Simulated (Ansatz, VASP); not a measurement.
## Cross-check of AlN between VASP and Ansatz

One calculation is typed for both programs; each brings its own data sets and cutoff. How far apart do they land?

Main program and level: Ansatz 0.2.0; plane waves, with VASP 6.6.1 beside it; relaxation of cell and atoms at r2SCAN and zone-centre phonons at r2SCAN.

## Step 1: The structure

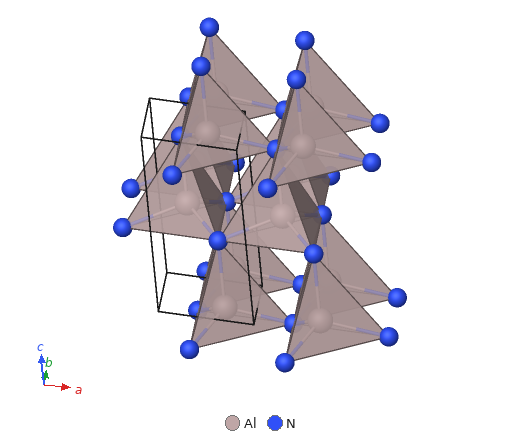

Start, viewed slightly off an axis; aluminium light grey, nitrogen blue. 2×2×1 cells are drawn. Some periodic images of atoms are drawn too.

Structure file:

```cif
data_structure
_symmetry_space_group_name_H-M 'P6_3mc'
_symmetry_Int_Tables_number 186
_cell_length_a 3.1100
_cell_length_b 3.1100
_cell_length_c 4.9800
_cell_angle_alpha 90.000
_cell_angle_beta 90.000
_cell_angle_gamma 120.000
_cell_volume 41.71
loop_
_atom_site_label
_atom_site_type_symbol
_atom_site_symmetry_multiplicity
_atom_site_Wyckoff_symbol
_atom_site_fract_x
_atom_site_fract_y
_atom_site_fract_z
_atom_site_occupancy
Al1 Al 2 b 0.66667 0.33333 0.00000 1
N1 N 2 b 0.66667 0.33333 0.38200 1
```

## Step 2: VASP: relaxation of cell and atoms, r2SCAN

The relaxed volume is the usual yardstick between codes: its relative difference is about their pressure difference at one cell divided by the bulk modulus.

Lines of VASP's logs that name or quote its potential files are left out, and so is its time.

File INCAR:

```
SYSTEM = AlN
PREC = Accurate
ENCUT = 520
EDIFF = 1E-06
NELM = 100
ISMEAR = 0
SIGMA = 0.05
LREAL = .FALSE.
ALGO = Normal
METAGGA = R2SCAN
LASPH = .TRUE.
NBANDS = 14
LORBIT = 11
LWAVE = .FALSE.
LCHARG = .FALSE.
KPAR = 4
IBRION = 2
NSW = 60
ISIF = 3
EDIFFG = -0.01
```

File POSCAR:

```
AlN
1.0
    3.1100000000      0.0000000000      0.0000000000
   -1.5550000000      2.6933390058      0.0000000000
    0.0000000000      0.0000000000      4.9800000000
Al N
2 2
Direct
    0.6666666667      0.3333333333      0.0000000000
    0.3333333333      0.6666666667      0.5000000000
    0.6666666667      0.3333333333      0.3820000000
    0.3333333333      0.6666666667      0.8820000000
```

File KPOINTS:

```
Automatic mesh
0
Gamma
8 8 5
0 0 0
```

PAW data sets: Al and N (PBE family, release 64).

The run is started by

```sh
mpirun -np 4 vasp_std
```

Numbers of over 12 decimals in the logs are rounded to 6 here.

Log:

```text
[banner, memory and clock lines left out]
running    4 mpi-ranks, on    1 nodes
 distrk:  each k-point on    1 cores,    4 groups
 distr:  one band on    1 cores,    1 groups

 POSCAR found type information on POSCAR AlN
 POSCAR found :  2 types and       4 ions
|                                                                             |
|               ----> ADVICE to this user running VASP <----                  |
|                                                                             |
|     You enforced a specific xc type in the INCAR file but a different       |
|     [... a line on the potential file left out ...]
|     I HOPE YOU KNOW WHAT YOU ARE DOING!                                     |
|                                                                             |

 LDA part: xc-table for (None), standard interpolation
 POSCAR, INCAR and KPOINTS ok, starting setup
 FFT: planning ... GRIDC
 FFT: planning ... GRID_SOFT
 FFT: planning ... GRID
 WAVECAR not read
 entering main loop
       N       E                     dE             d eps       ncg     rms          rms(c)
DAV:   1     0.367619969836E+02    0.36762E+02   -0.76431E+03   840   0.105E+03
DAV:   2    -0.431388624491E+02   -0.79901E+02   -0.73251E+02  1202   0.212E+02
DAV:   3    -0.470831286543E+02   -0.39443E+01   -0.39264E+01  1116   0.485E+01
DAV:   4    -0.471110390644E+02   -0.27910E-01   -0.27906E-01   978   0.480E+00
DAV:   5    -0.471114171355E+02   -0.37807E-03   -0.37805E-03  1128   0.567E-01    0.125E+01
DAV:   6    -0.381333262199E+02    0.89781E+01   -0.10036E+01  1038   0.232E+01    0.519E+00
DAV:   7    -0.384141504315E+02   -0.28082E+00   -0.14199E+00  1062   0.820E+00    0.337E+00
DAV:   8    -0.384677975053E+02   -0.53647E-01   -0.10284E-01   930   0.331E+00    0.914E-01
DAV:   9    -0.384555031384E+02    0.12294E-01   -0.34635E-02  1056   0.149E+00    0.230E-01
DAV:  10    -0.384560342713E+02   -0.53113E-03   -0.32130E-03  1032   0.406E-01    0.112E-01
DAV:  11    -0.384559724310E+02    0.61840E-04   -0.13612E-04  1080   0.107E-01    0.270E-02
DAV:  12    -0.384559722725E+02    0.15848E-06   -0.90968E-06  1032   0.252E-02
   1 F= -.38455972E+02 E0= -.38455972E+02  d E =-.384560E+02
 curvature:   0.00 expect dE= 0.000E+00 dE for cont linesearch  0.000E+00
 trial: gam= 0.00000 g(F)=  0.503E-04 g(S)=  0.230E-02 ort = 0.000E+00 (trialstep = 0.100E+01)
 search vector abs. value=  0.235E-02
 bond charge predicted
       N       E                     dE             d eps       ncg     rms          rms(c)
DAV:   1    -0.384592048360E+02   -0.32324E-02   -0.74529E-02   990   0.240E+00    0.391E-01
DAV:   2    -0.384558608998E+02    0.33439E-02   -0.85379E-03  1050   0.739E-01    0.118E-01
DAV:   3    -0.384557939753E+02    0.66924E-04   -0.75950E-04   966   0.214E-01    0.452E-02
DAV:   4    -0.384557576974E+02    0.36278E-04   -0.24650E-05  1086   0.453E-02    0.179E-02
DAV:   5    -0.384557425706E+02    0.15127E-04   -0.30024E-06  1056   0.143E-02    0.379E-03
DAV:   6    -0.384557418720E+02    0.69866E-06   -0.21831E-07   666   0.403E-03
   2 F= -.38455742E+02 E0= -.38455742E+02  d E =0.230401E-03
 trial-energy change:    0.000230  1 .order    0.000086   -0.002347    0.002518
 step:   0.4384(harm=  0.4824)  dis= 0.00034  next Energy=   -38.456475 (dE=-0.502E-03)
 bond charge predicted
       N       E                     dE             d eps       ncg     rms          rms(c)
DAV:   1    -0.384574616455E+02   -0.17191E-02   -0.23693E-02   972   0.135E+00    0.221E-01
DAV:   2    -0.384564107021E+02    0.10509E-02   -0.27465E-03  1050   0.419E-01    0.660E-02
DAV:   3    -0.384564342416E+02   -0.23540E-04   -0.23874E-04   990   0.120E-01    0.255E-02
DAV:   4    -0.384564443836E+02   -0.10142E-04   -0.78868E-06  1086   0.255E-02    0.996E-03
DAV:   5    -0.384564500380E+02   -0.56544E-05   -0.88771E-07   648   0.807E-03    0.200E-03
DAV:   6    -0.384564503808E+02   -0.34283E-06   -0.20839E-07   504   0.380E-03
   3 F= -.38456450E+02 E0= -.38456450E+02  d E =-.478108E-03
 curvature:  -0.24 expect dE=-0.542E-05 dE for cont linesearch -0.312E-05
 trial: gam=-0.06491 g(F)=  0.101E-04 g(S)=  0.125E-04 ort = 0.175E-03 (trialstep = 0.888E+00)
 search vector abs. value=  0.982E-05
 reached required accuracy - stopping structural energy minimisation
```

OUTCAR, selected parts (step 2):

```text
ion  position               nearest neighbor table
   1  0.667  0.333  0.000-   4 1.89   4 1.89   4 1.89   3 1.90   2 3.07   2 3.07   2 3.07   2 3.07
                             2 3.07   2 3.07
   2  0.333  0.667  0.500-   3 1.89   3 1.89   3 1.89   4 1.90   1 3.07   1 3.07   1 3.07   1 3.07
                             1 3.07   1 3.07
   3  0.667  0.333  0.382-   2 1.89   2 1.89   2 1.89   1 1.90
   4  0.333  0.667  0.882-   1 1.89   1 1.89   1 1.89   2 1.90

  LATTYP: Found a hexagonal cell.
 ALAT       =     3.1100000000
 C/A-ratio  =     1.6012861736

 Subroutine GETGRP returns: Found 12 space group operations
 (whereof  6 operations were pure point group operations)

The static configuration has the point symmetry C_3v.
 The point group associated with its full space group is C_6v.

 Found     30 irreducible k-points:

   k-points           NKPTS =     30   k-points in BZ     NKDIM =     30   number of bands    NBANDS=     14

   dimension x,y,z NGX =    24 NGY =   24 NGZ =   40
   dimension x,y,z NGXF=    48 NGYF=   48 NGZF=   80

   ENCUT  =  520.0 eV  38.22 Ry    6.18 a.u.   5.78  5.78  9.26*2*pi/ulx,y,z

   NELECT =      16.0000    total number of electrons

 k-points in reciprocal lattice and weights: Automatic mesh
   0.00000000  0.00000000  0.00000000       0.003
   0.12500000  0.00000000  0.00000000       0.019
   0.25000000  0.00000000  0.00000000       0.019
   0.37500000 -0.00000000  0.00000000       0.019
   0.50000000  0.00000000  0.00000000       0.009
   0.12500000  0.12500000  0.00000000       0.019
   0.25000000  0.12500000  0.00000000       0.038
   0.37500000  0.12500000  0.00000000       0.038
   0.25000000  0.25000000  0.00000000       0.019
[...]
0.25000000  0.25000000  0.40000000       0.038
   0.37500000  0.25000000  0.40000000       0.038

 average (electrostatic) potential at core
       1 -74.4982       2 -74.4982       3 -62.7114       4 -62.7114

 E-fermi :   6.2246

 k-point     1 :       0.0000    0.0000    0.0000
  band No.  band energies     occupation
    ...
      4       5.0437      2.00000
      5       5.0437      2.00000
      6       5.7066      2.00000
      7       5.7066      2.00000
      8       5.9395      2.00000
      9      10.8688      0.00000
     10      13.4824      0.00000
     11      17.5693      0.00000
     12      17.9831      0.00000
     13      17.9831      0.00000
    ...

 k-point     2 :       0.1250    0.0000    0.0000
  band No.  band energies     occupation
    ...
      4       4.1777      2.00000
      5       4.7963      2.00000
      6       4.8942      2.00000
      7       5.6695      2.00000
      8       5.8464      2.00000
      9      11.7001      0.00000
     10      14.2286      0.00000
     11      16.6119      0.00000
     12      16.9119      0.00000
     13      18.5846      0.00000
    ...

 k-point     3 :       0.2500    0.0000    0.0000
  band No.  band energies     occupation
    ...
      4       2.4381      2.00000
      5       3.4437      2.00000
      6       4.3220      2.00000
      7       5.4955      2.00000
      8       5.5039      2.00000
      9      12.8871      0.00000
     10      14.3418      0.00000
     11      14.8480      0.00000
     12      16.9691      0.00000
     13      18.4452      0.00000
    ...

  Total       -0.0226669     -0.0226669     -0.0034166      0.0000000      0.0000000      0.0000000
  in kB       -0.8740922     -0.8740922     -0.1317540      0.0000000      0.0000000      0.0000000
  external PRESSURE =      -0.6266461 kB  Pullay stress =       0.0000000 kB

  energy-cutoff  :      520.00
  volume of cell :       41.55
      direct lattice vectors                 reciprocal lattice vectors
     3.105702482  0.000000000  0.000000000     0.321988344  0.185900057  0.000000000
    -1.552851241  2.689617246  0.000000000     0.000000000  0.371800114  0.000000000
    -0.000000000 -0.000000000  4.973887517     0.000000000  0.000000000  0.201049983

 POSITION                                       TOTAL-FORCE (eV/Angst)
 -----------------------------------------------------------------------------------
      1.55285      0.89654      0.00034        -0.000000     -0.000000      0.007239
     -0.00000      1.79308      2.48728        -0.000000     -0.000000      0.007239
      1.55285      0.89654      1.89969         0.000000      0.000000     -0.007239
     -0.00000      1.79308      4.38663         0.000000      0.000000     -0.007239
 -----------------------------------------------------------------------------------
    total drift:                               -0.000000     -0.000000     -0.018415

  FREE ENERGIE OF THE ION-ELECTRON SYSTEM (eV)
  ---------------------------------------------------
  free  energy   TOTEN  =       -38.4564503808 eV

  energy  without entropy=      -38.4564503808  energy(sigma->0) =      -38.45645038

 reached required accuracy - stopping structural energy minimisation

 total charge
# of ion       s       p       d       tot
------------------------------------------
    1        0.368   0.451   0.000   0.818
    2        0.368   0.451   0.000   0.818
    3        1.230   2.675   0.000   3.905
    4        1.230   2.675   0.000   3.905
--------------------------------------------------
tot          3.196   6.250   0.000   9.446

[... 3 further parts left out ...]
```

CONTCAR:

```
AlN
   1.00000000000000
     3.1057024823951056    0.0000000000000000    0.0000000000000000
    -1.5528512411975528    2.6896172463808248    0.0000000000000000
    -0.0000000000000000   -0.0000000000000000    4.9738875170431660
  Al              N
     2     2
Direct
     0.6666666667000030    0.3333333332999970    0.0000683507546532
     0.3333333332999970    0.6666666667000030    0.5000683507546532
     0.6666666667000030    0.3333333332999970    0.3819316492453447
     0.3333333332999970    0.6666666667000030    0.8819316492453447
```

## Step 3: Ansatz: relaxation of cell and atoms, r2SCAN

Ansatz runs on its default PAW (the set named soft_2) files.

The same cell, functional, mesh and smearing now go to Ansatz, which takes its cutoff from its data sets.

File input.yaml:

```yaml
crystal:
  lattice:
    - [3.11, 0.0, 0.0]
    - [-1.555, 2.6933390058, 0.0]
    - [0.0, 0.0, 4.98]
  atoms:
    - { symbol: Al, position: [0.6666666667, 0.3333333333, 0.0] }
    - { symbol: Al, position: [0.3333333333, 0.6666666667, 0.5] }
    - { symbol: "N", position: [0.6666666667, 0.3333333333, 0.382] }
    - { symbol: "N", position: [0.3333333333, 0.6666666667, 0.882] }
hamiltonian:
  xc: r2scan
  pseudopotentials: { kind: paw }
kpoints:
  mp_grid: { grid: [8, 8, 5] }
scf:
  occupations: { method: gaussian, width: 0.05 }
relax:
  f_tol: 0.01
  max_steps: 60
  cell: { stress_tol: 0.05 }
output:
  forces: true
  stress: true
  write_density: true
  write_potential: true
  elf: true
  volumetric_format: npy
```

The run is started by

```sh
ansatz run input.yaml --threads 4 --pin off --max-ram 9216MiB --backend cpu --events-out ev --progress --plain --runs-dir out
```

Log:

```text
Engine: ansatz 0.2.0, aarch64-unknown-linux-gnu
Pseudopotentials: kind: paw
Pseudopotential: Al, paw, valence charge 3, recommended cutoff 500 eV (meta_gga), Al.paw.azcp
Pseudopotential: N, paw, valence charge 5, recommended cutoff 500 eV (meta_gga), N.paw.azcp
Functional definition: r2SCAN
  parameter k0 = 0.174
  parameter k1 = 0.065
  parameter a1 = 4.9479
  exchange = r2scan_x(k0 = k0, k1 = k1, a1 = a1)
  correlation = r2scan_c
Crystal: 4 atoms, lattice volume = 41.714 Å³
Basis set: ecut = 500 eV, 1087 PW (Γ), exchange–correlation on 96×96×160 points (64 copies of the dense FFT grid, shifted against one another)
Bands: 12, of which v1, the nominal top of the filled ones, is band 8 counted from 1 (7 counted from 0)
Symmetry: 12 space group operations
Space group: P63mc (ITA 186), of the structure as read, at distance tolerance 3.5e-5 Å
k-points: 30 of 320 (time reversal used)
Non-local potential: Al, projectors of the file, l = 0: 2, l = 1: 2, l = 2: 1
Non-local potential: N, projectors of the file, l = 0: 2, l = 1: 2, l = 2: 1
PAW form: soft (Blöchl's): semilocal exchange-correlation on the pseudo side does not see the compensation charge
PAW frozen core: Al, regenerated for the run's functional (the file was generated under x = pbe(κ = 0.804, μ = 0.219515), c = pbe(β = 0.066725))
PAW frozen core: N, regenerated for the run's functional (the file was generated under x = pbe(κ = 0.804, μ = 0.219515), c = pbe(β = 0.066725))
PAW one-centre angular grid: Al, 302 points (default); XC on 160 Gauss nodes
PAW one-centre angular grid: N, 302 points (default); XC on 160 Gauss nodes
Initial density: superposition of atomic densities (neutral atoms: chi_scale 0, normalization atom), corrected by the library's trained network
Initial wavefunctions: pseudopotential atomic-orbital guess
Functional: x = r2scan, c = r2scan; τ floored in thin density (d = 2e-4 eV/Å³)
SCF iter   1: F=—  HF=-1856.828326 eV  |F-HF|=—  |Δ(HF+E_count)|=         —  Δρ=6.54e-3  dr2=1.76e-2  dr2_τ=3.12e-1  ethr=1.77e-3  ⟨swp⟩=5.7  Hψ=2395  notcnv=0
preconditioner: auto → none  [insulator: Δε(μ)=4.752 eV  Ē_g=14.213 eV  σ=0.050 eV  W_gap=1.00  n_scr=2 (ndim 8)  ℏωp=23.0 eV  f_vac=0.000  D(μ)=0.00/eV (n_scr^D=0)  ε∞_Penn≈3.6]
SCF iter   2: F=—  HF=-1856.970483 eV  |F-HF|=—  |Δ(HF+E_count)|=   1.42e-1  Δρ=4.51e-3  dr2=3.82e-3  dr2_τ=2.95e-4  ethr=1.10e-4  ⟨swp⟩=2.6  Hψ=994  notcnv=0
SCF iter   3: F=—  HF=-1856.970154 eV  |F-HF|=—  |Δ(HF+E_count)|=   3.30e-4  Δρ=6.76e-4  dr2=1.41e-4  dr2_τ=6.01e-5  ethr=2.39e-5  ⟨swp⟩=1.2  Hψ=369  notcnv=0
SCF iter   4: F=—  HF=-1856.970141 eV  |F-HF|=—  |Δ(HF+E_count)|=   1.28e-5  Δρ=1.89e-4  dr2=1.58e-5  dr2_τ=9.18e-7  ethr=8.80e-7  ⟨swp⟩=2.0  Hψ=563  notcnv=0
SCF iter   5: F=—  HF=-1856.970136 eV  |F-HF|=—  |Δ(HF+E_count)|=   5.32e-6  Δρ=4.50e-5  dr2=9.90e-7  dr2_τ=1.01e-7  ethr=9.85e-8  ⟨swp⟩=2.0  Hψ=583  notcnv=0
SCF iter   6: F=—  HF=-1856.970136 eV  |F-HF|=—  |Δ(HF+E_count)|=   3.11e-8  Δρ=2.11e-5  dr2=2.20e-7  dr2_τ=4.22e-9  ethr=6.25e-10  ⟨swp⟩=7.9  Hψ=2064  notcnv=0
SCF iter   7: F=-1856.970136 eV  HF=-1856.970136 eV  |F-HF|=9.01e-9  |Δ(HF+E_count)|=   2.12e-8  Δρ=5.87e-6  dr2=1.69e-8  dr2_τ=3.85e-10  ethr=6.25e-10  ⟨swp⟩=7.0  Hψ=1836  notcnv=0
SCF 1 converged in 7 iterations: F = -1856.970136 eV  dr2 = 1.69e-8
  greatest PAW one-centre occupation: 0.794 electrons in one spin orbital (limit 2), on the N atom at site 3 (counted from 0), in its partial waves of l = 0
relax step   1: F+E_penalty+E_count = -1856.97013554 eV  Δ(F+E_penalty+E_count) = +0.000e0 eV  max|allowed force component| = 1.720e-2 eV/Å  Δτ_max = 0.0000 Å  P = -0.519 GPa  Ω = 41.714 Å³  (7 SCF iters, dr2 threshold 1.00e-7 eV, accepted)
[...]
relax step   2: F+E_penalty+E_count = -1856.97030129 eV  Δ(F+E_penalty+E_count) = -1.658e-4 eV  max|allowed force component| = 1.166e-2 eV/Å  Δτ_max = 0.0005 Å  P = -0.249 GPa  Ω = 41.662 Å³  energy of the carried Pulay correction = +1.239e-5 eV  (3 SCF iters, dr2 threshold 4.00e-7 eV, accepted)
[...]
relax step   3: F+E_penalty+E_count = -1856.97036117 eV  Δ(F+E_penalty+E_count) = -5.988e-5 eV  max|allowed force component| = 2.609e-3 eV/Å  Δτ_max = 0.0004 Å  P = +0.010 GPa  Ω = 41.612 Å³  energy of the carried Pulay correction = +2.447e-5 eV  (4 SCF iters, dr2 threshold 2.14e-7 eV, accepted)
[...]
relax step   4: F+E_penalty+E_count = -1856.97033761 eV  Δ(F+E_penalty+E_count) = +2.356e-5 eV  max|allowed force component| = 2.621e-3 eV/Å  Δτ_max = 0.0000 Å  P = +0.010 GPa  Ω = 41.612 Å³  stress off target by 1.73e-2 GPa  SCF on the basis re-selected at this cell (its energy is not comparable with the rows above)  (4 SCF iters)
basis re-selected at this cell: Δ(F+E_penalty+E_count) = +2.356e-5 eV, ΔP = +0.000 GPa vs the last step (what re-selecting the basis moved, of the pressure what is left beyond the Pulay correction that the steps carried, after the strain that the cell walked since its last selection, with what the two solves' SCF thresholds leave and, on support functions, any second-order correction that the steps lacked; it is no m [...]
SCF converged after 4 iterations
Free energy (F): -1856.970338 eV
Harris-Foulkes:  -1856.970338 eV  (|F-HF|=5.46e-12)
Internal energy: -1856.970338 eV  (E = F + TS)
E sigma→0 (E₀):  -1856.970338 eV
Fermi energy:    9.369807 eV
--- Per-component energies (eV) ---
  E_band       = 23.153172
  E_kinetic    = 321.371823
  E_local      = -448.693780  (includes V_loc(G=0)·N_el)
  E_nonlocal   = 108.522762
  E_hartree    = 157.349540
  E_xc         = -197.825758
  E_vxc        = -238.490972  (∫ρ·V_xc dr)
  E_paw        = -1204.936314  (= ΣΔE_a)
  E_vpaw       = -47.058813  (= ΣTr[D̂ρ^β])
  E_aug_tail   = 0.000038  (compensation charges beyond the density's cutoff)
  E_vtau       = 12.803123  (kinetic-family band-sum trace: ∫τ·v_τ [+ j·A + Jᵃ·Aᵃ] dr)
  E_ewald      = -592.579302
  E_core_change = -0.179345  (= ΣΔE_core)
  E_smearing   = -0.000000  (= −TS)
  E_closure    = 0.000000  (closes the sum)
  Σ components = -1856.970338   (vs F -1856.970338, Δ=0.00e0)
--- Forces (eV/Å), atoms counted from 1 ---
  atom   1  Al     0.00000000     0.00000000     0.00263269
  atom   2  Al     0.00000000    -0.00000000     0.00263269
  atom   3  N      0.00000000    -0.00000000    -0.00261001
  atom   4  N      0.00000000     0.00000000    -0.00261001
  max |Σ_I F_I| component: 4.54e-5 eV/Å
--- Stress (GPa, compression-positive) ---
        0.017290      -0.000000      -0.000000
       -0.000000       0.017290       0.000000
       -0.000000       0.000000      -0.004823
  P = ⅓ Tr σ = 0.0099 GPa (0.099 kbar)
--- Band table (eV; the first three rows and the last of 30) ---
  k-point 0: bands = [... 4 lower, 6.0430, 6.7056, 6.7056, 6.9302, 11.8094, 14.4562, 18.5309, 18.9817]
  k-point 1: bands = [... 4 lower, 6.1030, 6.1044, 6.6390, 6.6390, 12.4855, 14.5336, 18.2814, 18.9362]
  k-point 2: bands = [... 4 lower, 6.2633, 6.2633, 6.4680, 6.4680, 13.6780, 14.4577, 18.0532, 18.6859]
  k-point 29: bands = [... 4 lower, 3.1165, 3.7114, 5.8323, 6.0848, 14.1071, 14.9686, 16.1038, 16.4076]
--- Relaxed structure (3 steps of the walk, 3 accepted, 1 SCFs on fresh bases) ---
  F+E_penalty+E_count = -1856.97033761 eV   max|allowed force component| = 2.621e-3 eV/Å   (the final SCF, on the basis selected at the relaxed cell)
  cell:  # Å, volume = 41.6116 Å³
    - [3.106702, 0.0, 0]
    - [-1.553351, 2.690483, 0]
    - [0, 0.0, 4.978337]
  atoms:
    - { symbol: Al, position: [0.666667, 0.333333, 0.000170202] }
    - { symbol: Al, position: [0.333333, 0.666667, 0.500170] }
    - { symbol: N, position: [0.666667, 0.333333, 0.381830] }
    - { symbol: N, position: [0.333333, 0.666667, 0.881830] }
```

Elapsed: 7.5 s, on 4 threads of Arm Neoverse N1, shared host; peak memory 0.42 GiB.

## Step 4: Differences

Known differences besides the PAW data sets themselves: VASP keeps PBE cores, Ansatz makes them for the functional; both relaxations stop at a tolerance, which leaves soft axes loose, and VASP keeps its plane-wave basis; the cutoff is 500 eV in Ansatz and 520 eV in VASP; Ansatz adds a Pulay correction to the stress that steers its cell, VASP none. Total energies have different zeros and are not compared.

Both answers:

```tsv
quantity	Ansatz	VASP	difference
volume (Å³)	41.61	41.55	+0.15 %
edge a after relaxation, in the typed setting (Å)	3.107	3.106	+0.03 %
edge c after relaxation, in the typed setting (Å)	4.978	4.974	+0.09 %
```

The walks stopped with 0.01 GPa left in Ansatz and -0.06 GPa in VASP; each walk ends within a tolerance, so the volume difference is uncertain by about these residues over the bulk modulus, most in soft cells.

(Part 1 of 2 ends here.)

[Lines on the potential files, build, host, timing and source positions are cut from VASP's logs without a mark.]

[Logs are printed without paths, hosts, clocks, repeated set-up lines and the standing remarks that a program may print on its own settings, such as how far it seeks lower states.]

[Hosts, paths, dates, database ids (printed as entryN), source tags and the programs' standing remarks are cut or masked in the printed files.]
